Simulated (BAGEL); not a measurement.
**One shape, several levels: [CF3]+ (SMILES F[C+](F)F)**

We compute a comparison of 4 runs (B3LYP/6-31G*, B3LYP/def2-SVPD, PBE0/def2-SVPD, RI-MP2/def2-SVPD) of [CF3]+. 

The results are computed with BAGEL 1.2.2.

### 1 The structure to begin with

[CF3]+: 4 atoms, total charge +1, spin state singlet. As SMILES, `F[C+](F)F`. The shape is that of a PBE0-D4/def2-TZVP optimisation.

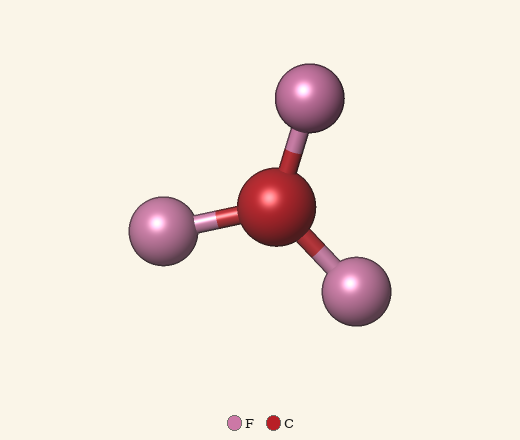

The structure, seen from a chosen angle (fluorine pink, carbon red).

### 2 A single-point energy at B3LYP/6-31G(d) (density fitting with qzvpp-jkfit, spherical functions) (run 1)

Input file input.json:

```json
{ "bagel" : [

{
  "title" : "molecule",
  "basis" : "6-31gs.json",
  "df_basis" : "qzvpp-jkfit",
  "angstrom" : true,
  "geometry" : [
    { "atom" : "F", "xyz" : [       0.698600,      -0.114600,       1.005400 ] },
    { "atom" : "C", "xyz" : [       0.000000,       0.000000,       0.000000 ] },
    { "atom" : "F", "xyz" : [      -0.609500,      -0.973400,      -0.439400 ] },
    { "atom" : "F", "xyz" : [      -0.089000,       1.088000,      -0.566000 ] }
  ]
},

{
  "title" : "ks",
  "xc_func" : "b3lyp",
  "charge" : 1
},

{
  "title" : "print",
  "file" : "orbitals.molden",
  "orbitals" : true
}

]}
```

The basis set 6-31G* is read from a file made from the Basis Set Exchange's data (not shown).

The run is started by

```
$ BAGEL_NUM_THREADS=1 BAGEL input.json > input.out
```

What it wrote:

```text
* using 1 threads per process

  ===============================================================
  ===============================================================

  *** Geometry ***

  { "atom" : "F", "xyz" : [      1.320163,     -0.216563,      1.899931 ] },
  { "atom" : "C", "xyz" : [      0.000000,      0.000000,      0.000000 ] },
  { "atom" : "F", "xyz" : [     -1.151788,     -1.839459,     -0.830346 ] },
  { "atom" : "F", "xyz" : [     -0.168186,      2.056022,     -1.069585 ] },

  Number of auxiliary basis functions:      306

  Since a DF basis is specified, we compute 2- and 3-index integrals:
    o Being stored without compression. Storage requirement is 0.008 GB

  Number of basis functions:       56
  Number of electrons      :       33

    * METHOD: MOLECULE                             0.12

  *** Kohn-Sham DFT ***

    * Removing 5963 points whose weight is below 1.00e-10
    * Grid points: 53661

  === Nuclear Repulsion ===
   130.0927920167

       - DIIS with orbital gradients will be used.

  === KS iteration (b3lyp / 6-31gs.json) ===
      0       -318.64092826          0.19597933           0.18
      1       -317.40767722          0.24683777           0.14
      2       -326.17898090          0.18846419           0.13
      3       -337.09544994          0.02666155           0.13
      4       -337.19444281          0.01116370           0.13
      5       -337.21740325          0.00561389           0.12
      6       -337.22179082          0.00152787           0.13
      7       -337.22215645          0.00007053           0.12
      8       -337.22215647          0.00007048           0.12
      9       -337.22215742          0.00000317           0.12
     10       -337.22215742          0.00000026           0.12
     11       -337.22215742          0.00000009           0.12
     12       -337.22215742          0.00000002           0.12
     13       -337.22215742          0.00000001           0.12
     14       -337.22215742          0.00000000           0.12
    * SCF iteration converged.

    * Permanent dipole moment:
           (    0.000046,    -0.000012,     0.000001) a.u.

    * METHOD: KS                                   2.20

    * METHOD: PRINT                                0.01

  ===============================================================
```

Wall time 2.5 s (1 thread of Arm Neoverse N1, shared host); peak memory 0.17 GiB.

### 3 The energy at B3LYP/def2-SVPD (density fitting with qzvpp-jkfit) (run 2)

Input file calc.json:

```json
{ "bagel" : [

{
  "title" : "molecule",
  "basis" : "def2-svpd.json",
  "df_basis" : "qzvpp-jkfit",
  "angstrom" : true,
  "geometry" : [
    { "atom" : "F", "xyz" : [       0.698600,      -0.114600,       1.005400 ] },
    { "atom" : "C", "xyz" : [       0.000000,       0.000000,       0.000000 ] },
    { "atom" : "F", "xyz" : [      -0.609500,      -0.973400,      -0.439400 ] },
    { "atom" : "F", "xyz" : [      -0.089000,       1.088000,      -0.566000 ] }
  ]
},

{ "title" : "ks", "xc_func" : "b3lyp", "charge" : 1 },

{ "title" : "print", "file" : "orbitals.molden", "orbitals" : true }

]}
```

The basis set def2-SVPD is read from a file made from the Basis Set Exchange's data (not shown).

The run is started by

```
$ BAGEL_NUM_THREADS=1 BAGEL calc.json > calc.out
```

What it wrote:

```text
* using 1 threads per process

  ===============================================================
  ===============================================================

  *** Geometry ***

  { "atom" : "F", "xyz" : [      1.320163,     -0.216563,      1.899931 ] },
  { "atom" : "C", "xyz" : [      0.000000,      0.000000,      0.000000 ] },
  { "atom" : "F", "xyz" : [     -1.151788,     -1.839459,     -0.830346 ] },
  { "atom" : "F", "xyz" : [     -0.168186,      2.056022,     -1.069585 ] },

  Number of auxiliary basis functions:      306

  Since a DF basis is specified, we compute 2- and 3-index integrals:
    o Being stored without compression. Storage requirement is 0.019 GB

  Number of basis functions:       89
  Number of electrons      :       33

    * METHOD: MOLECULE                             0.15

  *** Kohn-Sham DFT ***

    * Removing 5963 points whose weight is below 1.00e-10
    * Grid points: 53661

  === Nuclear Repulsion ===
   130.0927920167

       - DIIS with orbital gradients will be used.

  === KS iteration (b3lyp / def2-svpd.json) ===
      0       -317.78958878          0.14449762           0.25
      1       -312.16924823          0.19659760           0.25
      2       -324.64229343          0.13615665           0.25
      3       -336.91087009          0.01596283           0.25
      4       -336.95678912          0.00972202           0.25
      5       -336.98104135          0.00421437           0.25
      6       -336.98691495          0.00070786           0.25
      7       -336.98708437          0.00006013           0.25
      8       -336.98708535          0.00003340           0.25
      9       -336.98708570          0.00000648           0.24
     10       -336.98708571          0.00000299           0.25
     11       -336.98708571          0.00000041           0.25
     12       -336.98708571          0.00000007           0.25
     13       -336.98708571          0.00000002           0.25
     14       -336.98708571          0.00000000           0.25
    * SCF iteration converged.

    * Permanent dipole moment:
           (    0.000047,    -0.000013,    -0.000000) a.u.

    * METHOD: KS                                   4.06

    * METHOD: PRINT                                0.02

  ===============================================================
```

Wall time 4.5 s (1 thread of Arm Neoverse N1, shared host); peak memory 0.24 GiB.

Run 3 isn't shown in full; the table further down has it.

### 4 The energy at RI-MP2/def2-SVPD (density fitting with qzvpp-jkfit) (run 4)

Input file input.json:

```json
{ "bagel": [

{
  "title": "molecule",
  "basis": "def2-svpd.json",
  "df_basis": "qzvpp-jkfit",
  "angstrom": true,
  "geometry": [
    { "atom": "F", "xyz": [    0.698600,   -0.114600,    1.005400 ] },
    { "atom": "C", "xyz": [    0.000000,    0.000000,    0.000000 ] },
    { "atom": "F", "xyz": [   -0.609500,   -0.973400,   -0.439400 ] },
    { "atom": "F", "xyz": [   -0.089000,    1.088000,   -0.566000 ] }
  ]
},
{ "title": "hf", "charge": 1 },
{ "title": "mp2", "charge": 1, "ncore": 4 }

]}
```

The basis set def2-SVPD is read from a file made from the Basis Set Exchange's data (not shown).

The run is started by

```
$ BAGEL_NUM_THREADS=1 BAGEL input.json > input.out
```

What it wrote:

```text
* using 1 threads per process

  ===============================================================
  ===============================================================

  *** Geometry ***

  { "atom" : "F", "xyz" : [      1.320163,     -0.216563,      1.899931 ] },
  { "atom" : "C", "xyz" : [      0.000000,      0.000000,      0.000000 ] },
  { "atom" : "F", "xyz" : [     -1.151788,     -1.839459,     -0.830346 ] },
  { "atom" : "F", "xyz" : [     -0.168186,      2.056022,     -1.069585 ] },

  Number of auxiliary basis functions:      306

  Since a DF basis is specified, we compute 2- and 3-index integrals:
    o Being stored without compression. Storage requirement is 0.019 GB

  Number of basis functions:       89
  Number of electrons      :       33

    * METHOD: MOLECULE                             0.15

  *** RHF ***

  === Nuclear Repulsion ===
   130.0927920167

      * DIIS with orbital gradients will be used.

  === RHF iteration (def2-svpd.json) ===
      0       -335.23561254          0.02873665           0.04
      1       -335.43044011          0.02018558           0.04
      2       -335.55022797          0.00118068           0.04
      3       -335.55114332          0.00015752           0.04
      4       -335.55116203          0.00003593           0.04
      5       -335.55116316          0.00000769           0.04
      6       -335.55116321          0.00000203           0.04
      7       -335.55116321          0.00000047           0.04
      8       -335.55116321          0.00000017           0.04
      9       -335.55116321          0.00000006           0.04
     10       -335.55116321          0.00000001           0.04
     11       -335.55116321          0.00000000           0.04
    * SCF iteration converged.

    * Permanent dipole moment:
           (    0.000062,    -0.000013,    -0.000004) a.u.

    * METHOD: HF                                   0.57

  *** RHF ***

  === Nuclear Repulsion ===
   130.0927920167

      * DIIS with orbital gradients will be used.

  === RHF iteration (def2-svpd.json) ===
      0       -335.55116321          0.00000000           0.04
    * SCF iteration converged.

    * Permanent dipole moment:
           (    0.000062,    -0.000013,    -0.000004) a.u.

  === DF-MP2 calculation ===

    * freezing 4 orbitals
    * 3-index integral transformation done
    * assembly done

      MP2 correlation energy:   -0.6878862858      0.04

      MP2 total energy:       -336.2390494978

    * METHOD: MP2                                  0.13

  ===============================================================
```

Wall time 1 s (1 thread of Arm Neoverse N1, shared host); peak memory 0.083 GiB.

### 5 Overview of the runs

```csv
run,level,frozen core orbitals,energy (Eh),HOMO energy (eV),LUMO energy (eV),HOMO–LUMO gap (eV),wall time
1,"B3LYP/6-31G* (density fitting with qzvpp-jkfit, spherical functions)",–,-337.222157,-21.25,-10.60,10.65,2.5 s
2,B3LYP/def2-SVPD (density fitting with qzvpp-jkfit),–,-336.987086,-21.59,-11.00,10.59,4.5 s
3,PBE0/def2-SVPD (density fitting with qzvpp-jkfit),–,-336.669753,-21.95,-10.63,11.32,4.8 s
4,RI-MP2/def2-SVPD (density fitting with qzvpp-jkfit),4,-336.239049,–,–,–,1 s
```

### 6 Summary of results

```
                                          quantity          value
                               run 4: total energy  -336.23905 Eh
run 4: correlation energy (4 core orbitals frozen)     -687.9 mEh
```

Over runs 1, 2, 3 the HOMO–LUMO gap runs from 10.59 eV (B3LYP/def2-SVPD) to 11.32 eV (PBE0/def2-SVPD). Totals of different functionals can't be ranked against each other. All runs together took 13 s, the longest 4.8 s.
